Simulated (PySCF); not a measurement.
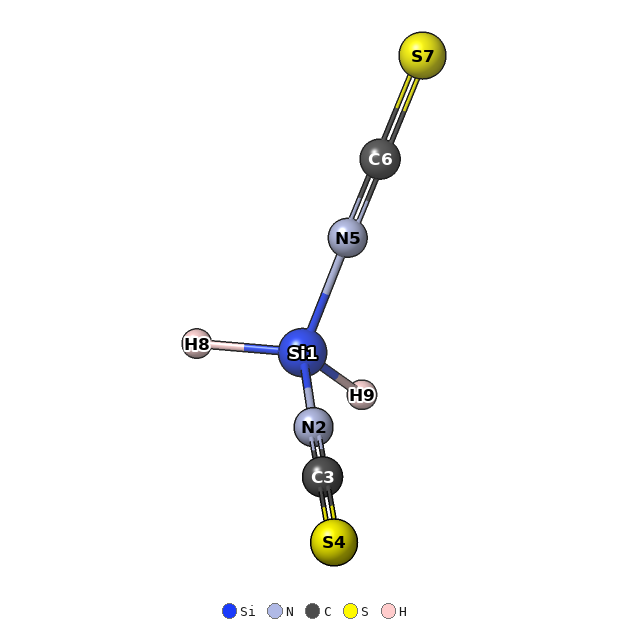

Computed geometry: PBE0-D3(BJ)/def2-SVP optimisation. No frequency run is at hand to confirm it as a minimum. Level of theory: delta-SCF UKS SCAN, pcX-2 on the ionised atom (unc-x2c-TZVPall on a metal), pcseg-1 elsewhere, spin-free X2C (PySCF 2.14.0).

Give the core-electron binding energies (to vacuum; p and d levels without spin–orbit splitting) of Si1 1s, Si1 2p, N2 1s, C3 1s, S4 1s, S4 2p.

```
atom  level  binding energy (eV)
 Si1     1s               1848.6
 Si1     2p                108.7
  N2     1s                405.4
  C3     1s                293.5
  S4     1s               2477.4
  S4     2p                170.0
```
